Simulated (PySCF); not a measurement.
**C4H4F3NO: a tour of settings**

Which settings matter for C4H4F3NO (`O=CN1C[C@H]1C(F)(F)F`)?

Computed with PySCF 2.14.0, with density-fitted response routines of our own, on a single molecule in the gas phase. Atoms are numbered from 0 throughout.

## 1. The molecule as given

13 atoms, charge 0, multiplicity 1; geometry from: GFN2-xTB.

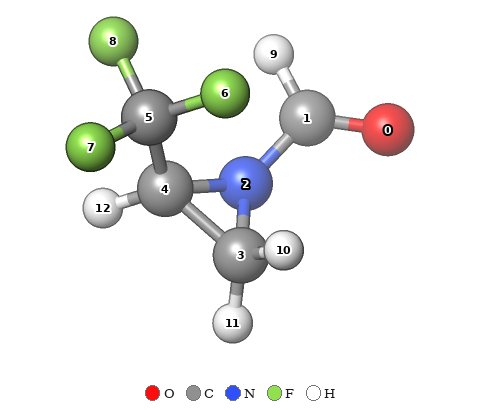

The starting geometry (oxygen red, carbon grey, nitrogen blue, fluorine green, hydrogen white), atoms numbered.

## 2. NMR shieldings: PBE0/pcSseg-1

What the job is given:

```
{"job": {"kind": "nmr", "xc": "PBE0", "basis": "pcSseg-1"}, "charge": 0, "multiplicity": 1}
O     -2.770809    -0.601599     0.211566
C     -1.642248    -0.963113     0.041660
N     -0.701970    -0.254800    -0.639231
C     -0.341441     1.123328    -0.704271
C      0.671255     0.055725    -0.447337
C      1.267032    -0.086185     0.937286
F      0.429157     0.297540     1.904581
F      2.381605     0.647408     1.064757
F      1.611476    -1.355762     1.198791
H     -1.261693    -1.961137     0.326470
H     -0.640183     1.765473     0.116376
H     -0.373101     1.584047    -1.682851
H      1.366532    -0.250438    -1.224116
```

Method: GIAO PBE0/pcSseg-1 NMR shielding, non-relativistic, gas phase.

Command:

```
OMP_NUM_THREADS=1 python probes_run.py task.json out
```

This one command runs all jobs of the session in turn.

Standard output:

```text
coarse grid: 12232 points
cycle   1  E = -583.3240685509  dE =  1.866e+00  |g| = 1.169e+00  |ddm| = 3.259e+00
cycle   2  E = -582.5926995087  dE =  7.314e-01  |g| = 2.297e+00  |ddm| = 2.522e+00
cycle   3  E = -583.5521808993  dE = -9.595e-01  |g| = 3.276e-01  |ddm| = 2.031e+00
cycle   4  E = -583.5701302361  dE = -1.795e-02  |g| = 1.224e-01  |ddm| = 2.738e-01
cycle   5  E = -583.5725574860  dE = -2.427e-03  |g| = 2.479e-02  |ddm| = 7.622e-02
cycle   6  E = -583.5726720147  dE = -1.145e-04  |g| = 8.612e-03  |ddm| = 2.022e-02
cycle   7  E = -583.5726858492  dE = -1.383e-05  |g| = 2.174e-03  |ddm| = 6.001e-03
cycle   8  E = -583.5726866481  dE = -7.990e-07  |g| = 7.039e-04  |ddm| = 2.112e-03
final grid: 123336 points
cycle   9  E = -583.6541675586  dE = -3.743e-05  |g| = 1.219e-02  |ddm| = 2.526e-02
cycle  10  E = -583.6540901603  dE =  7.740e-05  |g| = 2.374e-02  |ddm| = 2.303e-02
cycle  11  E = -583.6541953713  dE = -1.052e-04  |g| = 2.316e-03  |ddm| = 1.614e-02
cycle  12  E = -583.6541963808  dE = -1.009e-06  |g| = 3.502e-04  |ddm| = 1.571e-03
cycle  13  E = -583.6541963966  dE = -1.579e-08  |g| = 1.404e-04  |ddm| = 2.943e-04
cycle  14  E = -583.6541964001  dE = -3.481e-09  |g| = 2.722e-05  |ddm| = 1.003e-04
cycle  15  E = -583.6541964002  dE = -1.287e-10  |g| = 1.067e-05  |ddm| = 2.616e-05
converged SCF energy = -583.6541964002

GIAO shielding tensors (ppm)
atom      isotropic    diamagn.    paramagn.     s11        s22        s33       span
  0 O     -149.538     397.151    -546.689   -506.925   -285.191    343.501    850.426
  1 C       23.900     247.493    -223.593    -77.297     57.871     91.125    168.422
  2 N      159.807     330.772    -170.965     99.698    140.382    239.341    139.643
  3 C      160.053     252.622     -92.569    121.581    159.822    198.755     77.173
  4 C      150.179     254.388    -104.208    114.381    139.892    196.266     81.885
  5 C       54.038     241.186    -187.148     49.586     55.825     56.702      7.116
  6 F      275.884     475.513    -199.629    189.461    283.773    354.417    164.956
  7 F      256.139     470.788    -214.649    164.693    260.633    343.091    178.398
  8 F      247.924     473.236    -225.312    157.789    248.215    337.767    179.977
  9 H       22.944      28.488      -5.543     18.589     23.759     26.486      7.897
 10 H       29.060      30.997      -1.937     24.148     27.973     35.061     10.912
 11 H       29.318      29.745      -0.427     23.998     24.915     39.041     15.043
 12 H       28.631      29.964      -1.333     22.820     26.282     36.792     13.972
```

Wall time 21 s (1 thread of Arm Neoverse V2, shared host); peak memory 0.84 GiB.

The references, computed at this level on geometries of the same kind, shield at (ppm): 1H TMS 31.72, 13C TMS 186.9, 19F CFCl3 170.9, 15N NH3 267.7, 17O H2O 336.1. Their shielding less the atom's gives the shift. The references are single molecules in the gas phase, so shifts against H2O, NH3, PH3, H3PO4 or CFCl3 are not on the usual liquid scales and can be off by tens of ppm. Atoms listed in one row are averaged.

| atoms | environment | σ (ppm) | δ (ppm) | δ scaled to CDCl3 |
| --- | --- | --- | --- | --- |
| C1 | amide carbonyl carbon | 23.9 | 163.0 | 157.2 |
| C5 | CF3 carbon | 54.0 | 132.9 | 127.8 |
| C4 | aziridine ring carbon | 150.2 | 36.7 | 33.9 |
| C3 | aziridine ring carbon | 160.1 | 26.9 | 24.3 |
| H9 | hydrogen on an amide carbonyl carbon | 22.94 | 8.77 | 8.38 |
| H12 | hydrogen on an aziridine ring carbon | 28.63 | 3.09 | 3.01 |
| H10 | hydrogen on an aziridine ring carbon | 29.06 | 2.66 | 2.61 |
| H11 | hydrogen on an aziridine ring carbon | 29.32 | 2.40 | 2.37 |
| O0 | amide-type carbonyl oxygen | -149.5 | 485.6 | – |
| N2 | amide-type nitrogen | 159.8 | 107.9 | – |
| F6, F7, F8 | fluorine of a CF3 group | 260.0 | -89.0 | – |

The scaled column applies a straight-line fit of computed shieldings to shifts measured in CDCl3, and one for carbons that bear F (root-mean-square error 0.16 ppm for H, 1.9 ppm for C).

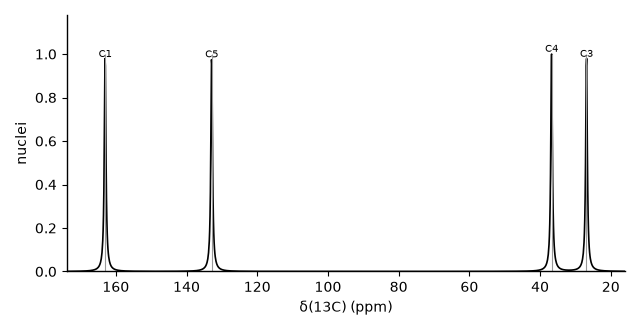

13C lines at the computed shifts, without couplings. Lines are broadened to a width of 0.54 ppm (Lorentzian).

Charges from the same density, by scheme (e):

| atoms | Mulliken | IAO | Hirshfeld | ESP fit |
| --- | --- | --- | --- | --- |
| O0 | -0.39 | -0.44 | -0.27 | -0.44 |
| C1 | 0.40 | 0.31 | 0.14 | 0.40 |
| N2 | -0.46 | -0.22 | -0.08 | -0.21 |
| C3 | 0.01 | -0.16 | -0.02 | -0.09 |
| C4 | -0.19 | -0.08 | -0.01 | -0.27 |
| C5 | 0.85 | 0.80 | 0.26 | 0.56 |
| F6, F7, F8 | -0.26 | -0.28 | -0.09 | -0.17 |

Mulliken charges:

O0 -0.39; C1 0.40; N2 -0.46; C3 0.01; C4 -0.19; C5 0.85; F6 -0.26; F7 -0.26; F8 -0.27; H9 0.08; H10 0.16; H11 0.16; H12 0.16

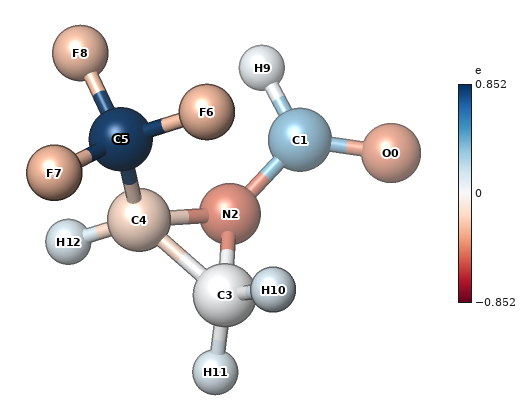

Mulliken charges, as colours on the atoms.

Mayer bond orders: O0–C1 1.99, C1–N2 1.05, N2–C3 0.90, C3–C4 0.95, C4–C5 0.98, C5–F6 1.00, C5–F7 1.01, C5–F8 0.99, C4–N2 0.90.

Ring of atoms N2, C3, C4: NICS(0) -40.8, NICS(1) -6.9, NICS(1)zz -20.1 ppm (means of both faces).

In rings of three or four atoms NICS is ruled by the nearby σ bonds, so it says little on aromaticity.

## 3. Excited states and response: PBE0/def2-SVPD

Settings changed since step 2:

```diff
@@ -1,2 +1,2 @@
-{"job": {"kind": "nmr", "xc": "PBE0", "basis": "pcSseg-1"}, "charge": 0, "multiplicity": 1}
+{"job": {"kind": "uv", "xc": "PBE0", "basis": "def2-SVPD", "nstates": 6, "ntriplets": 2}, "charge": 0, "multiplicity": 1}
 O     -2.770809    -0.601599     0.211566
```

Level: TDDFT PBE0/def2-SVPD, vertical, gas phase, core orbitals frozen in the response.

Standard output:

```text
coarse grid: 12232 points
cycle   1  E = -582.9876843601  dE =  1.796e+00  |g| = 1.108e+00  |ddm| = 5.298e+00
cycle   2  E = -582.2670136465  dE =  7.207e-01  |g| = 2.224e+00  |ddm| = 3.770e+00
cycle   3  E = -583.2047032360  dE = -9.377e-01  |g| = 3.150e-01  |ddm| = 2.802e+00
cycle   4  E = -583.2219120812  dE = -1.721e-02  |g| = 1.135e-01  |ddm| = 4.392e-01
cycle   5  E = -583.2241140621  dE = -2.202e-03  |g| = 2.470e-02  |ddm| = 1.457e-01
cycle   6  E = -583.2242313215  dE = -1.173e-04  |g| = 7.762e-03  |ddm| = 4.994e-02
cycle   7  E = -583.2242428899  dE = -1.157e-05  |g| = 2.102e-03  |ddm| = 1.809e-02
cycle   8  E = -583.2242436853  dE = -7.954e-07  |g| = 6.577e-04  |ddm| = 3.119e-03
final grid: 123336 points
cycle   9  E = -583.3060977606  dE = -2.965e-05  |g| = 1.183e-02  |ddm| = 1.080e-01
cycle  10  E = -583.3060236529  dE =  7.411e-05  |g| = 2.280e-02  |ddm| = 3.515e-02
cycle  11  E = -583.3061245359  dE = -1.009e-04  |g| = 2.403e-03  |ddm| = 2.328e-02
cycle  12  E = -583.3061256516  dE = -1.116e-06  |g| = 3.109e-04  |ddm| = 2.657e-03
cycle  13  E = -583.3061256658  dE = -1.424e-08  |g| = 1.176e-04  |ddm| = 5.250e-04
cycle  14  E = -583.3061256686  dE = -2.767e-09  |g| = 2.504e-05  |ddm| = 1.712e-04
cycle  15  E = -583.3061256687  dE = -1.166e-10  |g| = 1.002e-05  |ddm| = 4.840e-05
converged SCF energy = -583.3061256687

Static polarisability (au): isotropic 59.862, principal 48.353 59.452 71.781

Singlet excitations
state   eV       nm        f      main configurations
  1   5.3809    230.4   0.00340   H->L 0.85, H-1->L 0.13
  2   7.1632    173.1   0.22574   H-1->L 0.77, H->L 0.12
  3   7.4329    166.8   0.00625   H->L+1 0.79
  4   7.6621    161.8   0.02833   H->L+2 0.69, H-1->L+2 0.11, H->L+1 0.10
  5   7.7999    159.0   0.02613   H-1->L+1 0.86
  6   8.0853    153.3   0.06738   H-1->L+2 0.71, H->L+2 0.16

Triplet excitations (Tamm-Dancoff, eV): 4.7695 5.2833
```

Wall time 38 s (1 thread of Arm Neoverse V2, shared host); peak memory 0.85 GiB.

The orbitals next to the gap, with their largest atomic shares:

| orbital | eV | atoms |
| --- | --- | --- |
| HOMO−3 | -11.34 | N2 23 %, C4 21 %, O0 17 % |
| HOMO−2 | -11.14 | C3 26 %, C4 20 %, N2 15 % |
| HOMO−1 | -8.44 | O0 34 %, N2 34 %, C1 9 % |
| HOMO | -8.01 | O0 58 %, N2 16 %, C1 13 % |
| LUMO | -0.38 | C1 37 %, O0 29 %, N2 14 % |
| LUMO+1 | 0.46 | C4 18 %, H12 17 %, C3 15 % |
| LUMO+2 | 0.84 | C3 17 %, F8 13 %, H11 11 % |

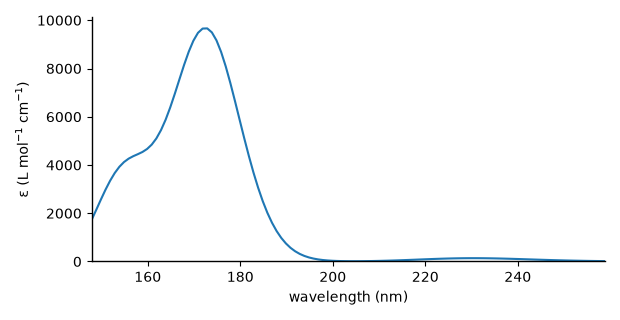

Absorption spectrum: each of the 6 states is a Gaussian band of 0.4 eV half-width at 1/e. Beyond the last state computed it falls off for lack of states.

Ground-state properties from the same run:

| property | computed |
| --- | --- |
| dipole moment (D) | 3.39 |
| polarisability (Å³) | 8.87 |
| HOMO–LUMO gap (eV) | 7.63 |
| −ε(HOMO) (eV) | 8.01 |

## 4. Ultraviolet spectrum: PW91/pcseg-1

Settings changed since step 3:

```diff
@@ -1,2 +1,2 @@
-{"job": {"kind": "uv", "xc": "PBE0", "basis": "def2-SVPD", "nstates": 6, "ntriplets": 2}, "charge": 0, "multiplicity": 1}
+{"job": {"kind": "uv", "xc": "PW91", "basis": "pcseg-1", "nstates": 12, "ntriplets": 5, "tda": false, "scf": {"guess": "vsap"}}, "charge": 0, "multiplicity": 1}
 O     -2.770809    -0.601599     0.211566
```

With the program's defaults for keys left out, this is: TDDFT PW91/pcseg-1, vertical, gas phase, core orbitals frozen in the response.

Standard output:

```text
final grid: 123336 points
cycle   1  E = -580.6393050230  dE =  2.298e+00  |g| = 3.543e+00  |ddm| = 6.343e+00
cycle   2  E = -543.3928010350  dE =  3.725e+01  |g| = 1.168e+01  |ddm| = 1.114e+01
cycle   3  E = -582.8471495990  dE = -3.945e+01  |g| = 2.363e+00  |ddm| = 9.268e+00
cycle   4  E = -583.5419589737  dE = -6.948e-01  |g| = 1.586e+00  |ddm| = 2.830e+00
cycle   5  E = -583.9814631531  dE = -4.395e-01  |g| = 4.669e-01  |ddm| = 1.548e+00
cycle   6  E = -584.0077892832  dE = -2.633e-02  |g| = 3.002e-01  |ddm| = 6.046e-01
cycle   7  E = -584.0218289012  dE = -1.404e-02  |g| = 1.291e-01  |ddm| = 3.067e-01
cycle   8  E = -584.0250496642  dE = -3.221e-03  |g| = 2.724e-02  |ddm| = 1.360e-01
cycle   9  E = -584.0251902362  dE = -1.406e-04  |g| = 8.538e-03  |ddm| = 2.516e-02
cycle  10  E = -584.0252054055  dE = -1.517e-05  |g| = 2.245e-03  |ddm| = 8.805e-03
cycle  11  E = -584.0252062519  dE = -8.464e-07  |g| = 8.635e-04  |ddm| = 2.304e-03
cycle  12  E = -584.0252063869  dE = -1.350e-07  |g| = 1.681e-04  |ddm| = 7.932e-04
cycle  13  E = -584.0252063915  dE = -4.656e-09  |g| = 8.351e-05  |ddm| = 2.180e-04
cycle  14  E = -584.0252063925  dE = -9.452e-10  |g| = 4.554e-05  |ddm| = 9.383e-05
cycle  15  E = -584.0252063928  dE = -3.604e-10  |g| = 1.398e-05  |ddm| = 4.501e-05
converged SCF energy = -584.0252063928

Static polarisability (au): isotropic 52.577, principal 40.147 53.457 64.127

Singlet excitations
state   eV       nm        f      main configurations
  1   5.2804    234.8   0.00395   H->L 0.97
  2   6.4931    190.9   0.00348   H->L+2 0.89, H->L+1 0.08
  3   6.5207    190.1   0.02302   H->L+1 0.84, H->L+2 0.10
  4   6.9413    178.6   0.18212   H-1->L 0.71
  5   7.2403    171.2   0.00917   H-1->L+2 0.96
  6   7.3269    169.2   0.02204   H-1->L+1 0.98
  7   7.4876    165.6   0.03360   H->L+3 0.90
  8   7.7798    159.4   0.08049   H->L+4 0.92
  9   8.1919    151.3   0.01663   H-1->L+3 0.49, H->L+5 0.43
 10   8.2657    150.0   0.03278   H->L+5 0.40, H-1->L+3 0.35, H-2->L 0.13
 11   8.3235    149.0   0.00762   H-2->L 0.82, H-1->L+3 0.10
 12   8.4137    147.4   0.00502   H-1->L+4 0.92

Triplet excitations (Tamm-Dancoff, eV): 4.6712 5.1810 6.3869 6.4529 6.9373
```

Wall time 31 s (1 thread of Arm Neoverse V2, shared host); peak memory 0.5 GiB.

Key values: HOMO -6.28 eV, LUMO -1.24 eV; lowest singlet 5.28 eV.

(Part 1 of 2 ends here.)
